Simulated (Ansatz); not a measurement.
## Electronic structure of C₃H₉NOS₂W (SMILES C[O][W](=[S])(=[S])[N](C)C) in real space

```xyz
17

C     0.0468   -3.0176   -1.2069
O     0.1389   -1.7730   -0.5587
W    -0.5570   -0.0754   -0.8844
S    -2.6904   -0.1891   -0.8842
S     0.1560    0.6217   -2.7733
N     0.0545    1.0725    0.5292
C     1.2668    1.8689    0.4650
C    -0.6727    1.2779    1.7693
H     0.4491   -2.9481   -2.2219
H    -0.9963   -3.3438   -1.2567
H     0.6269   -3.7471   -0.6377
H     1.0242    2.9355    0.5440
H     1.7937    1.7010   -0.4717
H     1.9321    1.6060    1.2957
H    -0.9557    2.3323    1.8729
H    -1.5760    0.6723    1.7964
H    -0.0410    1.0061    2.6231
```

Geometry: PBE0-D4/def2-TZVP; core potentials replace the inner electrons of W.

All numbers below come from RKS PBE0-D4/def2-TZVPP in Ansatz.

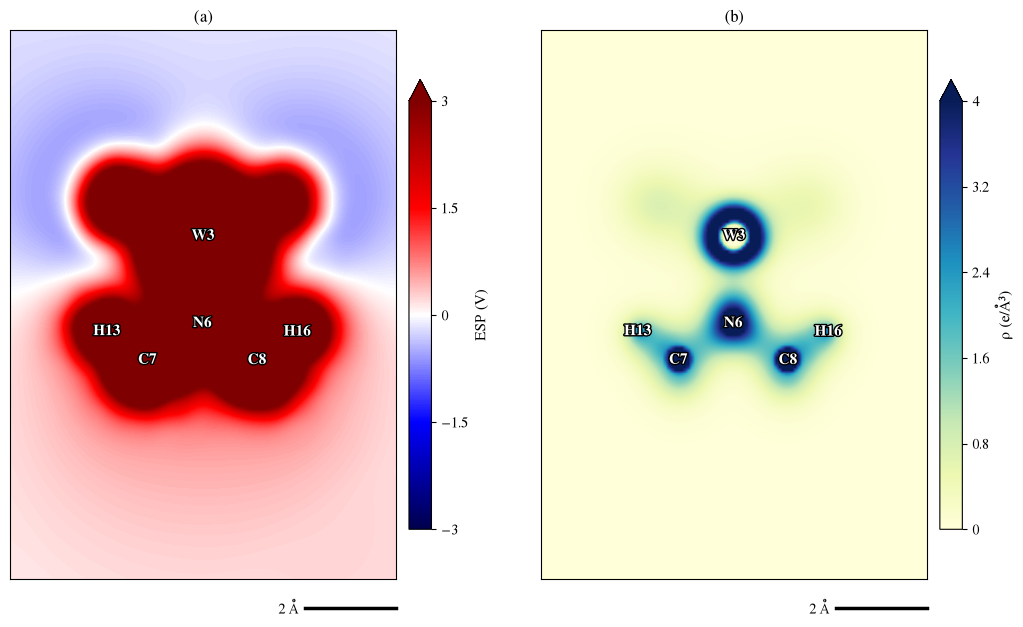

Figure 1. (a) molecular electrostatic potential; (b) electron density on the plane of atoms W3, N6 and C7.

Question: What do the fields say about this system?

Answer:
- The plane passes through W, N, C and H nuclei.
- C–N (1.45 Å): ρ is about 1.9 e/Å³ halfway.
- W–N (1.92 Å): the density is about 1.2 e/Å³ at the midpoint.
- C–H (1.09 Å): ρ is about 2.1 e/Å³ halfway.
- Outside the dense part of the molecule the potential is most negative (−0.6 V) near S4, which lies off the plane.

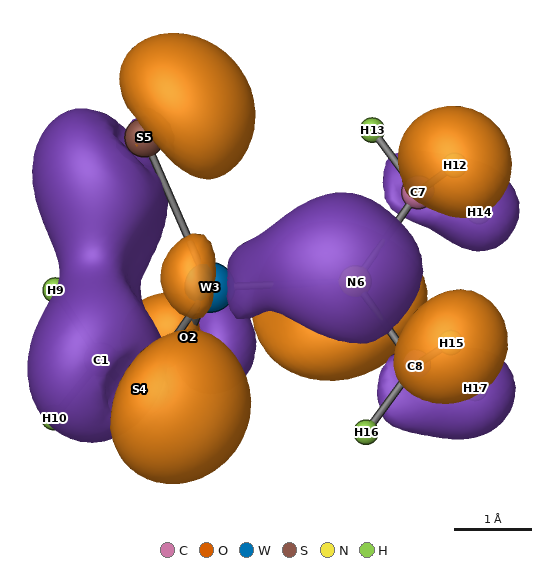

Figure 2. The HOMO−1 at ±0.08 Å⁻³ᐟ² (orange and purple are the two phases), seen at a tilt.

Question: Describe this orbital and give its energy.

Answer: Its weight (Hirshfeld) is mainly on N6 (about 30 %), S4 (about 15 %), S5 (about 15 %) and W3 (about 10 %). Its energy is −7.23 eV.
